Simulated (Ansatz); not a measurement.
**CF2NSn (doublet): density, localisation and related maps**

```json
{"atom": "N", "x (Å)": "1.3164", "y (Å)": "-1.5758", "z (Å)": "1.3597"}
{"atom": "C", "x (Å)": "0.6441", "y (Å)": "-0.8176", "z (Å)": "0.8096"}
{"atom": "Sn", "x (Å)": "-0.7079", "y (Å)": "0.6141", "z (Å)": "0.0200"}
{"atom": "F", "x (Å)": "-1.5788", "y (Å)": "-0.2486", "z (Å)": "-1.4389"}
{"atom": "F", "x (Å)": "0.3761", "y (Å)": "1.9544", "z (Å)": "-0.7919"}
```

Geometry: PBE0-D4/def2-TZVP; core potentials replace the inner electrons of Sn.

Method: UKS PBE0-D4/def2-TZVPP in Ansatz 0.2.0.

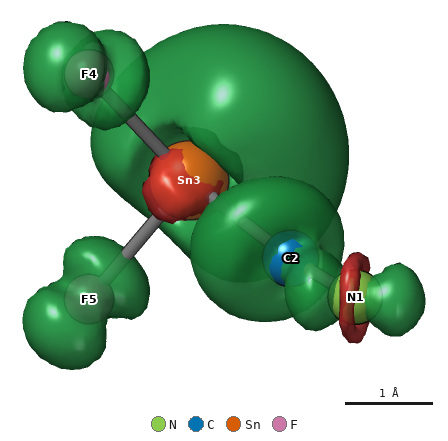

Figure 1. Isosurfaces of the spin density (α minus β) at +0.015 (green) and −0.015 e/Å³ (red), seen at an oblique angle.

Q: Where is the unpaired spin?

A: The unpaired spin (1 electron) lies mostly on C2 (about 0.1), F4 (about 0.1) and F5 (about 0.1), in electrons by Hirshfeld's partition.

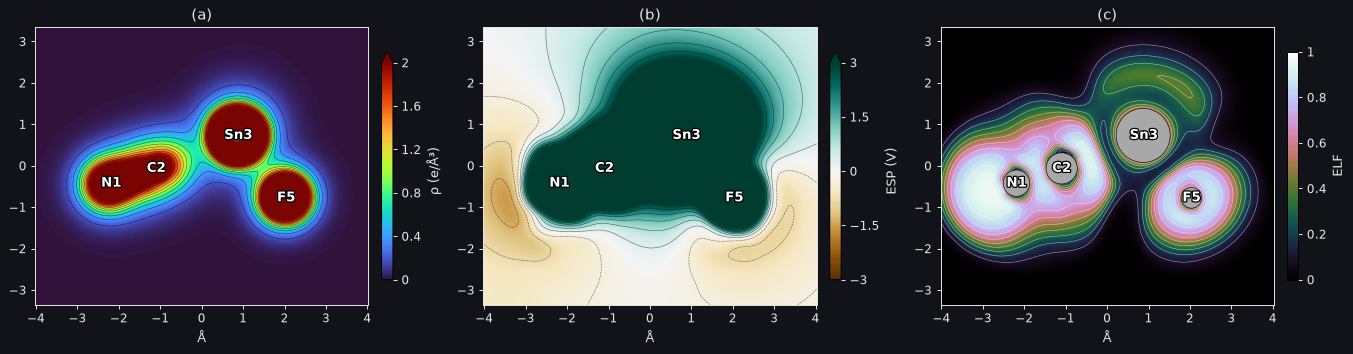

Figure 2. (a) electron density; (b) molecular electrostatic potential; (c) electron localisation function on the plane of atoms C2, Sn3 and F5. Grey discs cover the atomic cores in the ELF map.

Q: What does the map show?

A: The plane passes through N, C, Sn and F nuclei. C–N (1.15 Å): the density is about 3.7 e/Å³ at the midpoint; the ELF peaks at about 0.85 between the atoms; a short, multiple covalent bond. Sn–F (1.91 Å): ρ at the midpoint is about 0.88 e/Å³; the ELF peaks at about 0.80 in the valence shell of F, 0.5 Å from its nucleus, and drops to about 0.15 between the two atoms. C–Sn (2.12 Å): the density is about 0.7 e/Å³ at the midpoint; the ELF peaks at about 0.95 in the valence shell of C, 0.7 Å from its nucleus, and drops to about 0.20 between the two atoms. The ELF also peaks beside F5 and N1, away from the bonds: non-bonding electrons, paired or unpaired. Outside the dense part of the molecule the potential is most negative (−1.6 V) near N1.

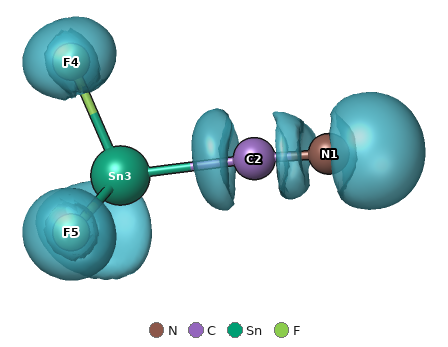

Figure 3. Isosurface of the ELF at 0.8 (cyan), seen at a tilt. Core shells and regions of very low density are left out.

Q: Where are the electrons localised?

A: At this value the surface marks out one region between bonded C–N atoms (shared pairs), one lobe of the valence shell of C pointing towards Sn (polar bonds), one lobe on N, pointing away from the bonds (non-bonding electrons), one lobe on Sn, pointing away from the bonds (non-bonding electrons) and two regions wrapped around F (the valence shell of each).
